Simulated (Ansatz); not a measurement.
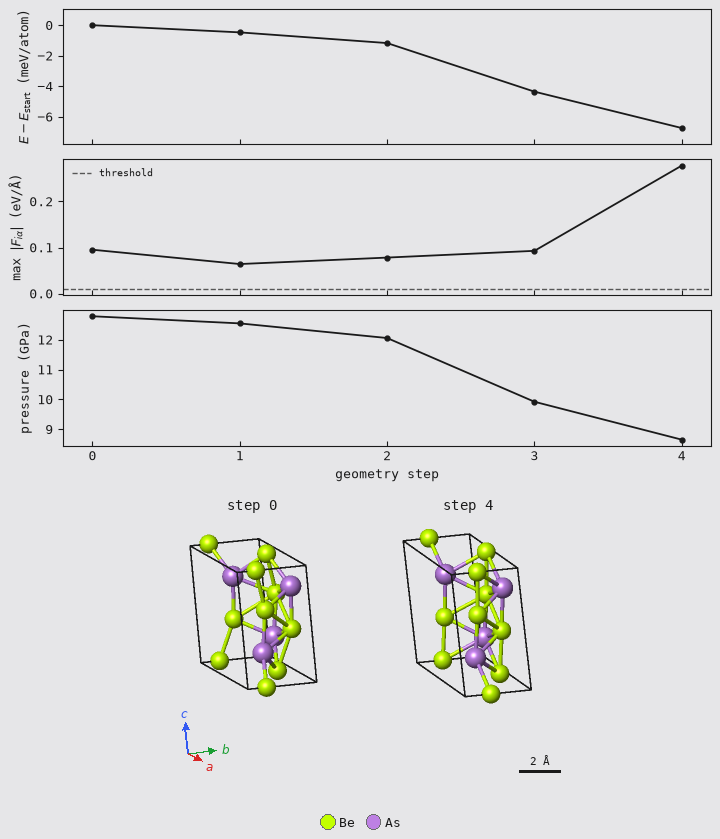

First and last geometry of a relaxation of solid Be₃As₂ (a generated structure, set up in C2), with the history of the run. Style: ball-and-stick. Shown: the conventional cell (2 times the calculation's cell), slightly off an axis. Lengths and directions refer to the drawn axes.

All numbers below come from Ansatz, DFT PBE, scalar-relativistic, plane waves, PAW.

The input:
```yaml
crystal:
  lattice:
    - [2.9859001445, -1.8645182652, -0.0465386351]
    - [2.9859001445, 1.8645182652, -0.0465386351]
    - [-1.2949217644, 0.0, 5.7091795248]
  atoms:
    - { symbol: Be, position: [0.6962903119, 0.5844572849, 0.3795197858] }
    - { symbol: Be, position: [0.7291407578, 0.2708592422, 0.0] }
    - { symbol: Be, position: [0.4155427151, 0.3037096881, 0.6204802142] }
    - { symbol: As, position: [0.3396612234, 0.1804863628, 0.2311648533] }
    - { symbol: As, position: [0.8195136372, 0.6603387766, 0.7688351467] }
basis:
  ecutwfc: 420
kpoints:
  mp_grid: { grid: [10, 10, 6] }
hamiltonian:
  xc: pbe
scf:
  occupations: { method: gaussian, width: 0.02 }
output:
  forces: true
  stress: true
  eigenvalues: true
relax:
  adjacent_minimum: "off"
  f_tol: 0.01
  max_steps: 30
  cell: { stress_tol: 0.1, fix: [volume] }
```

Launched with:
```bash
ansatz run input.yaml --threads 1 --pin off --max-ram 3072MiB --backend cpu --events-out ev --progress --plain --runs-dir out
```

### What do the curves and the structures tell?

The run was cut off at its time limit before the relaxation converged, so the last structure is only a point on the way. Be2 moves most relative to the cell: 0.43 Å along +b. Largest moves by element: Be 0.43 Å, As 0.18 Å. The drawn cell changes at constant volume: a 5.973 → 6.133 Å (+2.7 %), b 3.729 → 3.586 Å (−3.8 %), c 5.854 → 6.121 Å (+4.6 %), β 103.7° → 109.8°. Near-neighbour distances that change, for instance: Be2–As4 3.020 → 2.427 Å, As4–As5 3.606 → 3.214 Å, Be2–As4 (another image) 2.261 → 2.461 Å, Be2–As4 (another image) 2.227 → 2.389 Å. Bond angles that change, for instance: Be1–Be2–Be3 147.0° → 176.8°, As4–Be2–As5 151.4° → 178.8°, As4–Be2–As5 108.1° → 84.6°. The space group stays C2 (No. 5). After 4 geometry steps the energy has fallen by 6.7 meV per atom. Largest force component: 0.095 eV/Å at the start, 0.28 eV/Å at the end. Pressure: 12.79 GPa at the start and 8.65 GPa at the end. Cost: 66 s on 1 thread of Intel(R) Xeon(R) 6975P-C (Granite Rapids), on a shared host, peak memory 0.56 GiB.

```csv
step,"E − E(0), meV/atom","largest force component, eV/Å","pressure, GPa"
0,0.00,0.0952,12.79
1,-0.47,0.0642,12.55
2,-1.17,0.0782,12.06
3,-4.36,0.0928,9.92
4,-6.74,0.2779,8.65
```
